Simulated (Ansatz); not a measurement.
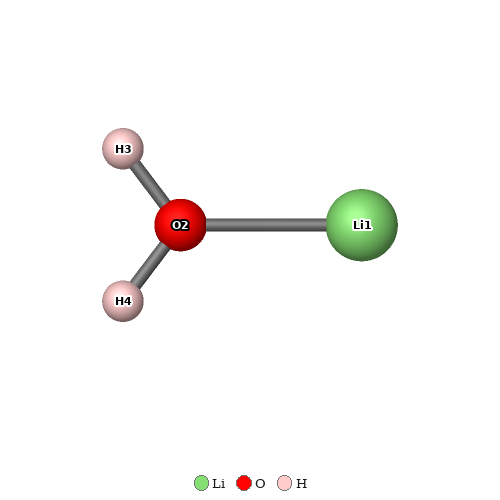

The system is H2LiO, charge +1; the picture shows the reference structure. Coordinates scanned: (1) separation of O2 and Li1 along their line in the relaxed pair; (2) sideways slip of Li1. Nothing is relaxed (both partners rigid). Grid: 15 × 15 points; 120 points were computed and 105 follow by symmetry. Points are written as (first, second). Energies: kJ/mol, counted from the ion and the molecule far apart, frozen as in the relaxed pair, each in its own basis (no counterpoise correction). Computed with Ansatz, RKS B3LYP-D4/def2-TZVPD.

Its coordinates:

```xyz
4

Li    0.0015   -0.0840   -1.6620
O    -0.0001    0.0084    0.1655
H     0.1658    0.7910    0.7103
H    -0.1672   -0.7153    0.7861
```

Range: separation of O2 and Li1 along their line in the relaxed pair from 1.537 to 2.937 Å; sideways slip of Li1 from −2.200 to 2.200 Å.

Q: What will the energy surface look like?

A: The lowest grid point is at (1.868 Å, 0.000 Å), −148 kJ/mol from the ion and the molecule far apart, frozen as in the relaxed pair, each in its own basis (no counterpoise correction). No other kind of well shows on this grid. The highest grid point, (2.937 Å, −2.200 Å), lies 112 kJ/mol above the lowest. Round the minimum the two coordinates are nearly uncoupled.

```tsv
second ↓, first →	1.537	1.572	1.629	1.699	1.779	1.868	1.965	2.068	2.177	2.291	2.411	2.536	2.665	2.799	2.937
2.200	−50	−51	−51	−50	−50	−49	−49	−47	−46	−45	−43	−41	−40	−38	−36
1.886	−68	−68	−68	−67	−66	−65	−63	−61	−59	−56	−54	−51	−48	−45	−43
1.571	−87	−87	−87	−86	−85	−83	−81	−78	−74	−70	−66	−62	−58	−54	−50
1.257	−109	−109	−109	−107	−105	−102	−98	−95	−90	−85	−79	−73	−68	−63	−58
0.943	−125	−126	−127	−127	−125	−121	−116	−111	−105	−99	−92	−85	−78	−71	−65
0.629	−126	−130	−135	−139	−139	−136	−131	−125	−117	−110	−102	−94	−86	−78	−71
0.314	−114	−124	−134	−142	−146	−145	−141	−134	−126	−118	−109	−100	−91	−83	−75
0.000	−107	−118	−132	−142	−147	−148	−144	−138	−129	−120	−112	−103	−93	−84	−76
−0.314	−114	−124	−134	−142	−146	−145	−141	−134	−126	−118	−109	−100	−91	−83	−75
−0.629	−126	−130	−135	−139	−139	−136	−131	−125	−117	−110	−102	−94	−86	−78	−71
−0.943	−125	−126	−127	−127	−125	−121	−116	−111	−105	−99	−92	−85	−78	−71	−65
−1.257	−109	−109	−109	−107	−105	−102	−98	−95	−90	−85	−79	−73	−68	−63	−58
−1.571	−87	−87	−87	−86	−85	−83	−81	−78	−74	−70	−66	−62	−58	−54	−50
−1.886	−68	−68	−68	−67	−66	−65	−63	−61	−59	−56	−54	−51	−48	−45	−43
−2.200	−50	−51	−51	−50	−50	−49	−49	−47	−46	−45	−43	−41	−40	−38	−36
```

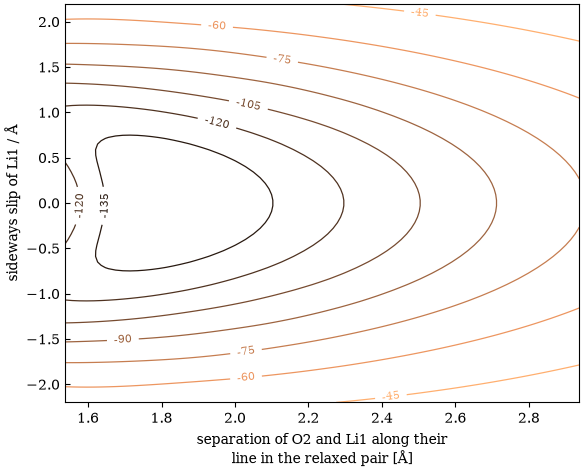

In the figure: contour lines labelled in kJ/mol. Between grid points the surface is interpolated.

Time for the 120 points that were run: 2.4 min on 1 thread of Arm Neoverse V1, with other jobs on the host.
